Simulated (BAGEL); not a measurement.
**singlet [SiNHF3]+, step by step**

Wanted: the energy (singlet [SiNHF3]+, HF/6-31G*), then the energy (doublet SiNHF3, NEVPT2(3,2)/6-31G*), then a single-point energy (doublet SiNHF3, CASPT2(3,2)/6-31G*) of F3HNSi. 

Program for the calculation: BAGEL 1.2.2.

## (1) The system as given

The species is [SiNHF3]+ (6 atoms), meant as a singlet with charge +1. SMILES of the parent species: `[NH][Si](F)(F)F`. The N1–H6 distance was set to 1.941 Å, away from the relaxed value. That shape belongs to the parent species and isn't relaxed for this state. At this shape a bond of the SMILES string is far longer than usual.

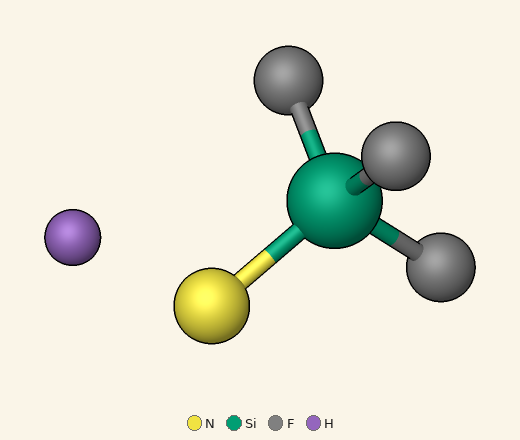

The structure, seen from a chosen angle (nitrogen yellow, silicon teal, fluorine grey, hydrogen purple).

## (2) The energy at HF/6-31G(d) (density fitting with svp-jkfit, spherical functions) (run 1)

The input, input.json:

```json
{ "bagel" : [

{
  "title" : "molecule",
  "basis" : "6-31gs.json",
  "df_basis" : "svp-jkfit",
  "angstrom" : true,
  "geometry" : [
    { "atom" : "N", "xyz" : [   -1.072779,    0.846877,   -0.167458 ] },
    { "atom" : "Si", "xyz" : [    0.095321,    0.152677,   -1.227458 ] },
    { "atom" : "F", "xyz" : [   -0.185379,    0.629877,   -2.693958 ] },
    { "atom" : "F", "xyz" : [    0.024821,   -1.419123,   -1.211558 ] },
    { "atom" : "F", "xyz" : [    1.554021,    0.601877,   -0.845758 ] },
    { "atom" : "H", "xyz" : [   -0.865300,    0.335400,    1.693200 ] }
  ]
},
{
  "title" : "hf",
  "charge" : 1
},
{
  "title" : "print",
  "file" : "orbitals.molden",
  "orbitals" : true
}

]}
```

The basis set 6-31G* is read from a file made from the Basis Set Exchange's data (not shown).

Command:

```console
$ BAGEL_NUM_THREADS=1 BAGEL input.json > input.out
```

Output:

```text
* using 1 threads per process

  ===============================================================
  ===============================================================

  *** Geometry ***

  { "atom" : "N", "xyz" : [     -2.027259,      1.600366,     -0.316450 ] },
  { "atom" : "Si", "xyz" : [      0.180131,      0.288518,     -2.319559 ] },
  { "atom" : "F", "xyz" : [     -0.350316,      1.190295,     -5.090843 ] },
  { "atom" : "F", "xyz" : [      0.046905,     -2.681754,     -2.289513 ] },
  { "atom" : "F", "xyz" : [      2.936674,      1.137383,     -1.598251 ] },
  { "atom" : "H", "xyz" : [     -1.635180,      0.633814,      3.199684 ] },

  Number of auxiliary basis functions:      454

  Since a DF basis is specified, we compute 2- and 3-index integrals:
    o Being stored without compression. Storage requirement is 0.021 GB

  Number of basis functions:       76
  Number of electrons      :       49

    * METHOD: MOLECULE                             0.17

  *** RHF ***

  === Nuclear Repulsion ===
   252.8758139514

      * DIIS with orbital gradients will be used.

  === RHF iteration (6-31gs.json) ===
      0       -641.52619247          0.02671440           0.05
      1       -641.71414003          0.01720590           0.05
      2       -641.82860246          0.00127969           0.05
      3       -641.83006974          0.00032339           0.05
      4       -641.83018476          0.00012350           0.05
      5       -641.83020225          0.00004403           0.05
      6       -641.83020451          0.00001556           0.05
      7       -641.83020478          0.00000601           0.05
      8       -641.83020483          0.00000273           0.05
      9       -641.83020485          0.00000144           0.05
     10       -641.83020485          0.00000059           0.05
     11       -641.83020485          0.00000023           0.05
     12       -641.83020485          0.00000013           0.05
     13       -641.83020485          0.00000009           0.05
     14       -641.83020485          0.00000008           0.05
     15       -641.83020485          0.00000007           0.05
     16       -641.83020485          0.00000006           0.05
     17       -641.83020485          0.00000003           0.05
     18       -641.83020485          0.00000002           0.05
     19       -641.83020485          0.00000001           0.04
     20       -641.83020485          0.00000001           0.05
    * SCF iteration converged.

    * Permanent dipole moment:
           (    1.647279,    -0.546083,    -3.779575) a.u.

    * METHOD: HF                                   1.17

    * METHOD: PRINT                                0.01

  ===============================================================
```

It took 1.5 s on 1 thread of Arm Neoverse V2, shared host; peak memory 0.14 GiB.

## (3) Doublet neutral SiNHF3: a single-point energy at NEVPT2(3,2)/6-31G(d) (density fitting with svp-jkfit, spherical functions) (run 2)

input.json, as its differences from that of step 2:

```diff
@@ -6,3 +6,3 @@
   "df_basis" : "svp-jkfit",
-  "angstrom" : true,
+  "angstrom" : "true",
   "geometry" : [
@@ -16,11 +16,27 @@
 },
+{ "title" : "hf", "charge" : 1 },
 {
-  "title" : "hf",
-  "charge" : 1
+  "title" : "casscf",
+  "nstate" : 1,
+  "nact" : 2,
+  "nclosed" : 23,
+  "charge" : 0,
+  "nspin" : 1,
+  "active" : [24, 25],
+  "maxiter" : 200,
+  "natocc" : "true"
 },
 {
-  "title" : "print",
-  "file" : "orbitals.molden",
-  "orbitals" : true
-}
+  "title" : "nevpt2",
+  "nstate" : 1,
+  "nact" : 2,
+  "nclosed" : 23,
+  "charge" : 0,
+  "nspin" : 1,
+  "active" : [24, 25],
+  "maxiter" : 200,
+  "natocc" : "true",
+  "ncore" : 9
+},
+{ "title" : "print", "file" : "orbitals.molden", "orbitals" : "true" }
```

The basis set 6-31G* is read from a file made from the Basis Set Exchange's data (not shown).

Command:

```console
$ BAGEL_NUM_THREADS=1 BAGEL input.json > input.out
```

Output:

```text
* using 1 threads per process

  ===============================================================
  ===============================================================

  *** Geometry ***

  { "atom" : "N", "xyz" : [     -2.027259,      1.600366,     -0.316450 ] },
  { "atom" : "Si", "xyz" : [      0.180131,      0.288518,     -2.319559 ] },
  { "atom" : "F", "xyz" : [     -0.350316,      1.190295,     -5.090843 ] },
  { "atom" : "F", "xyz" : [      0.046905,     -2.681754,     -2.289513 ] },
  { "atom" : "F", "xyz" : [      2.936674,      1.137383,     -1.598251 ] },
  { "atom" : "H", "xyz" : [     -1.635180,      0.633814,      3.199684 ] },

  Number of auxiliary basis functions:      454

  Since a DF basis is specified, we compute 2- and 3-index integrals:
    o Being stored without compression. Storage requirement is 0.021 GB

  Number of basis functions:       76
  Number of electrons      :       49

    * METHOD: MOLECULE                             0.17

  *** RHF ***

  === Nuclear Repulsion ===
   252.8758139514

      * DIIS with orbital gradients will be used.

  === RHF iteration (6-31gs.json) ===
      0       -641.52619247          0.02671440           0.05
      1       -641.71414003          0.01720590           0.05
      2       -641.82860246          0.00127969           0.05
      3       -641.83006974          0.00032339           0.05
      4       -641.83018476          0.00012350           0.05
      5       -641.83020225          0.00004403           0.05
      6       -641.83020451          0.00001556           0.05
      7       -641.83020478          0.00000601           0.05
      8       -641.83020483          0.00000273           0.05
      9       -641.83020485          0.00000144           0.05
     10       -641.83020485          0.00000059           0.05
     11       -641.83020485          0.00000023           0.05
     12       -641.83020485          0.00000013           0.05
     13       -641.83020485          0.00000009           0.05
     14       -641.83020485          0.00000008           0.05
     15       -641.83020485          0.00000007           0.05
     16       -641.83020485          0.00000006           0.05
     17       -641.83020485          0.00000003           0.05
     18       -641.83020485          0.00000002           0.05
     19       -641.83020485          0.00000001           0.05
     20       -641.83020485          0.00000001           0.05
    * SCF iteration converged.

    * Permanent dipole moment:
           (    1.647279,    -0.546083,    -3.779575) a.u.

    * METHOD: HF                                   1.18

  ---------------------------
      CASSCF calculation
  ---------------------------

    ==== Active orbitals : =====
         Orbital 24
         Orbital 25
    ============================

    * nstate   :      1
    * nclosed  :     23
    * nact     :      2
    * nvirt    :     51
  === CASSCF iteration (6-31gs.json) ===

    * Using the second-order algorithm

      0  0      -642.18478341     1.31e-02      0.02

      1  0      -642.21215725     8.57e-04      0.36

      2  0      -642.21232787     1.42e-04      0.31

      3  0      -642.21232008     1.74e-03      0.28

      4  0      -642.21232863     3.95e-05      1.26

      5  0      -642.21232850     2.26e-04      0.61

      6  0      -642.21232863     2.25e-05      1.16

      7  0      -642.21232861     8.32e-05      0.48

      8  0      -642.21228149     4.29e-03      0.81

      9  0      -642.21232652     4.27e-04      1.53

     10  0      -642.21232727     6.81e-04      1.15

     11  0      -642.21232839     5.39e-05      1.29

     12  0      -642.21225735     5.42e-03      0.87

     13  0      -642.21232853     4.45e-05      1.62
[... 5 lines of this table left out ...]
     16  0      -642.20826994     4.00e-02      1.26

     17  0      -642.21227497     1.91e-04      1.41

     18  0      -642.21227883     1.82e-03      1.15

     19  0      -642.21232060     7.81e-04      1.26

     20  0      -642.21232122     1.31e-03      1.32

     21  0      -642.17454930     1.24e-01      1.42

     22  0      -642.20419977     3.79e-02      1.44

  ERROR: EXCEPTION RAISED:  max size reached in AugHess
```

Wall time 27 s (1 thread of Arm Neoverse V2, shared host); peak memory 0.14 GiB.

The run stopped without converging.

## (4) Doublet neutral SiNHF3: the energy at CASPT2(3,2)/6-31G(d) (density fitting with svp-jkfit, spherical functions) (run 3)

The input, calc.json:

```json
{ "bagel": [

{
  "title": "molecule",
  "basis": "6-31gs.json",
  "df_basis": "svp-jkfit",
  "angstrom": true,
  "geometry": [
    { "atom": "N", "xyz": [   -1.072779,    0.846877,   -0.167458 ] },
    { "atom": "Si", "xyz": [    0.095321,    0.152677,   -1.227458 ] },
    { "atom": "F", "xyz": [   -0.185379,    0.629877,   -2.693958 ] },
    { "atom": "F", "xyz": [    0.024821,   -1.419123,   -1.211558 ] },
    { "atom": "F", "xyz": [    1.554021,    0.601877,   -0.845758 ] },
    { "atom": "H", "xyz": [   -0.865300,    0.335400,    1.693200 ] }
  ]
},
{ "title": "hf", "charge": 1 },
{ "title": "casscf", "nstate": 1, "nact": 2, "nclosed": 23, "nspin": 1, "active": [24, 25], "maxiter": 200, "natocc": true },
{ "title": "print", "file": "orbitals.molden", "orbitals": true },
{ "title": "smith", "method": "caspt2", "ms": true, "xms": true, "sssr": true, "shift": 0.2, "shift_imag": true, "ncore": 9 }

]}
```

The basis set 6-31G* is read from a file made from the Basis Set Exchange's data (not shown).

Command:

```console
$ BAGEL_NUM_THREADS=1 BAGEL calc.json > calc.out
```

Output:

```text
* using 1 threads per process

  ===============================================================
  ===============================================================

  *** Geometry ***

  { "atom" : "N", "xyz" : [     -2.027259,      1.600366,     -0.316450 ] },
  { "atom" : "Si", "xyz" : [      0.180131,      0.288518,     -2.319559 ] },
  { "atom" : "F", "xyz" : [     -0.350316,      1.190295,     -5.090843 ] },
  { "atom" : "F", "xyz" : [      0.046905,     -2.681754,     -2.289513 ] },
  { "atom" : "F", "xyz" : [      2.936674,      1.137383,     -1.598251 ] },
  { "atom" : "H", "xyz" : [     -1.635180,      0.633814,      3.199684 ] },

  Number of auxiliary basis functions:      454

  Since a DF basis is specified, we compute 2- and 3-index integrals:
    o Being stored without compression. Storage requirement is 0.021 GB

  Number of basis functions:       76
  Number of electrons      :       49

    * METHOD: MOLECULE                             0.18

  *** RHF ***

  === Nuclear Repulsion ===
   252.8758139514

      * DIIS with orbital gradients will be used.

  === RHF iteration (6-31gs.json) ===
      0       -641.52619247          0.02671440           0.05
      1       -641.71414003          0.01720590           0.05
      2       -641.82860246          0.00127969           0.05
      3       -641.83006974          0.00032339           0.05
      4       -641.83018476          0.00012350           0.05
      5       -641.83020225          0.00004403           0.05
      6       -641.83020451          0.00001556           0.05
      7       -641.83020478          0.00000601           0.04
      8       -641.83020483          0.00000273           0.05
      9       -641.83020485          0.00000144           0.05
     10       -641.83020485          0.00000059           0.05
     11       -641.83020485          0.00000023           0.05
     12       -641.83020485          0.00000013           0.05
     13       -641.83020485          0.00000009           0.05
     14       -641.83020485          0.00000008           0.05
     15       -641.83020485          0.00000007           0.05
     16       -641.83020485          0.00000006           0.05
     17       -641.83020485          0.00000003           0.05
     18       -641.83020485          0.00000002           0.05
     19       -641.83020485          0.00000001           0.05
     20       -641.83020485          0.00000001           0.05
    * SCF iteration converged.

    * Permanent dipole moment:
           (    1.647279,    -0.546083,    -3.779575) a.u.

    * METHOD: HF                                   1.13

  ---------------------------
      CASSCF calculation
  ---------------------------

    ==== Active orbitals : =====
         Orbital 24
         Orbital 25
    ============================

    * nstate   :      1
    * nclosed  :     23
    * nact     :      2
    * nvirt    :     51
  === CASSCF iteration (6-31gs.json) ===

    * Using the second-order algorithm

      0  0      -642.18478341     1.31e-02      0.01

      1  0      -642.21215725     8.57e-04      0.36

      2  0      -642.21232787     1.42e-04      0.33

      3  0      -642.21232008     1.74e-03      0.28

      4  0      -642.21232863     3.95e-05      1.26

      5  0      -642.21232850     2.26e-04      0.57

      6  0      -642.21232863     2.25e-05      1.13

      7  0      -642.21232861     8.32e-05      0.47

      8  0      -642.21228149     4.29e-03      0.79

      9  0      -642.21232652     4.27e-04      1.52

     10  0      -642.21232727     6.81e-04      1.19

     11  0      -642.21232839     5.39e-05      1.28

     12  0      -642.21225735     5.42e-03      0.83

     13  0      -642.21232853     4.45e-05      1.60
[... 5 lines of this table left out ...]
     16  0      -642.20826994     4.00e-02      1.26

     17  0      -642.21227497     1.91e-04      1.41

     18  0      -642.21227883     1.82e-03      1.16

     19  0      -642.21232060     7.81e-04      1.27

     20  0      -642.21232122     1.31e-03      1.28

     21  0      -642.17454930     1.24e-01      1.41

     22  0      -642.20419977     3.79e-02      1.42

  ERROR: EXCEPTION RAISED:  max size reached in AugHess
```

Wall time 26 s (1 thread of Arm Neoverse V2, shared host); peak memory 0.14 GiB.

No converged result was reached.

## (5) Outcome

```
                       quantity                      value
 run 1, HF/6-31G*: total energy              -641.83020 Eh
  run 1, HF/6-31G*: HOMO energy                  -21.63 eV
  run 1, HF/6-31G*: LUMO energy                   -9.33 eV
run 1, HF/6-31G*: HOMO–LUMO gap                   12.30 eV
  doublet neutral SiNHF3, run 2  no result (not converged)
  doublet neutral SiNHF3, run 3  no result (not converged)
```

**Reading.** 2 of the 3 runs did not end normally.
